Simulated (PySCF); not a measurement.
**BN (boron nitride) at UB2PLYP/cc-pVTZ**

What is the energy change on altering one bond length of BN (boron nitride) at UB2PLYP/cc-pVTZ? The job is set up through a Python script.

The results are computed with PySCF 2.14.0.

3 further runs of the same task are left out: 3 set aside as unsound or not needed.

## (1) Starting point

BN has 2 atoms, charge 0, and is taken as a triplet. SMILES: `B#N`. Geometry: relaxed at PBE0-D4/def2-TZVP.

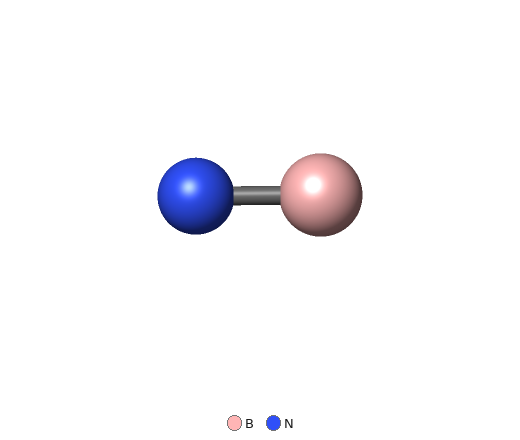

The structure, seen from a chosen angle (boron pink, nitrogen blue).

## (2) A single-point energy at UB2PLYP/cc-pVTZ

File input.py:

```python
from pyscf import gto, dft, mp

molecule = gto.M(
    atom='''
B      0.000000     0.000000    -0.023520
N      0.000000     0.000000     1.291950
''',
    spin=2,
    max_memory=1860,
    verbose=4,
    basis='cc-pvtz',
)

mf = dft.UKS(molecule, xc='0.53*HF + 0.47*B88, 0.73*LYP')
mf.conv_tol = 1e-10
mf.grids.level = 5
mf.kernel()
if not mf.converged:
    mf = mf.newton().run(mf.mo_coeff, mf.mo_occ)

pt = mp.MP2(mf, frozen=2).run()
e_final = mf.e_tot + 0.27 * pt.e_corr
print('PT2 part  %.8f' % (0.27 * pt.e_corr))
print('Final energy', e_final)
```

The run is started by

```console
$ OMP_NUM_THREADS=1 python input.py
```

Output:

```text
PySCF version 2.14.0

[INPUT] num. atoms = 2
[INPUT] num. electrons = 12
[INPUT] charge = 0
[INPUT] spin (= nelec alpha-beta = 2S) = 2
[INPUT] symmetry False subgroup None
[INPUT] Mole.unit = angstrom
[INPUT] Symbol           X                Y                Z      unit          X                Y                Z       unit  Magmom
[INPUT]  1 B      0.000000000000   0.000000000000  -0.023520000000 AA    0.000000000000   0.000000000000  -0.044446358450 Bohr   0.0
[INPUT]  2 N      0.000000000000   0.000000000000   1.291950000000 AA    0.000000000000   0.000000000000   2.441431666632 Bohr   0.0

nuclear repulsion = 14.0795323209195
number of shells = 18
number of NR pGTOs = 84
number of NR cGTOs = 60
basis = cc-pvtz
ecp = {}

[... 35 lines left out ...]
WARN: beta  nocc = 5  HOMO -0.31159890630302 >= LUMO -0.311598906303008
[... 1 line left out ...]
WARN: HOMO -0.218226550293531 >= LUMO -0.311598906303008
[... 54 lines left out ...]
converged SCF energy = -79.2975798487814  <S^2> = 2.0062287  2S+1 = 3.0041496
[... 1 line left out ...]
******** <class 'pyscf.mp.ump2.UMP2'> ********
nocc = (np.int64(5), np.int64(3)), nmo = (58, 58)
frozen orbitals 2
E(UMP2) = -79.5817405500659  E_corr = -0.284160701284531
E(SCS-UMP2) = -79.5754841184947  E_corr = -0.277904269713333
E_corr(same-spin) = -0.0727945059555047
E_corr(oppo-spin) = -0.211366195329026
PT2 part  -0.07672339
Final energy -79.37430323812822
```

Wall time 5.4 s (1 thread of Arm Neoverse V2, shared host); peak memory 0.29 GiB.

## (3) The distorted shape, same level

File calc.py:

```python
from pyscf import gto, dft, mp

mol = gto.M(
    atom=[
    ('B', (-0.000000, -0.000000, -1.602050)),
    ('N', (0.000000, 0.000000, 1.291950)),
],
    basis='cc-pvtz',
    spin=2,
    verbose=3,
    max_memory=1860,
    charge=0,
)

mf = dft.UKS(mol)
mf.xc = '0.53*HF + 0.47*B88, 0.73*LYP'
mf.conv_tol = 1e-10
mf.grids.level = 5
mf.kernel()
if not mf.converged:
    mf = mf.newton().run(mf.mo_coeff, mf.mo_occ)

pt = mp.MP2(mf, frozen=2).run()
e_tot = mf.e_tot + 0.27 * pt.e_corr
print('PT2 part  %.8f' % (0.27 * pt.e_corr))
print('Final energy', e_tot)
```

The run is started by

```console
$ OMP_NUM_THREADS=1 python calc.py
```

Output:

```text
WARN: HOMO -0.190299121652107 >= LUMO -0.19029912165211

converged SCF energy = -79.1606509594186  <S^2> = 2.8747385  2S+1 = 3.535386
E(UMP2) = -79.3414528124356  E_corr = -0.180801853016972
E(SCS-UMP2) = -79.3418384623036  E_corr = -0.181187502884961
PT2 part  -0.04881650
Final energy -79.20946745973323
```

Wall time 6.3 s (1 thread of Arm Neoverse V2, shared host); peak memory 0.29 GiB.

## (4) Summary of results

Level: UB2PLYP/cc-pVTZ, 2 core orbitals frozen.

```
                                                                 quantity         value
                                                first shape: total energy  -79.37430 Eh
                                    first shape: dipole moment (SCF part)        2.38 D
    first shape: HOMO energy (SCF part's orbitals) (highest over α and β)      -9.72 eV
     first shape: LUMO energy (SCF part's orbitals) (lowest over α and β)      -3.12 eV
                                                        first shape: ⟨S²⟩         2.006
                                            distorted shape: total energy  -79.20947 Eh
                                distorted shape: dipole moment (SCF part)        0.64 D
distorted shape: HOMO energy (SCF part's orbitals) (highest over α and β)      -6.71 eV
 distorted shape: LUMO energy (SCF part's orbitals) (lowest over α and β)      -1.21 eV
                                                    distorted shape: ⟨S²⟩         2.875
        energy change with the B1–N2 bond stretched from 1.315 to 2.894 Å      4.485 eV
```

In words: With the B1–N2 bond stretched from 1.315 to 2.894 Å the energy rises by 4.49 eV (103 kcal/mol). The first shape isn't relaxed at this level, so the change isn't measured from a minimum. ⟨S²⟩ (distorted shape) is 2.87 where a pure triplet has 2.00: the reference is spin-contaminated.
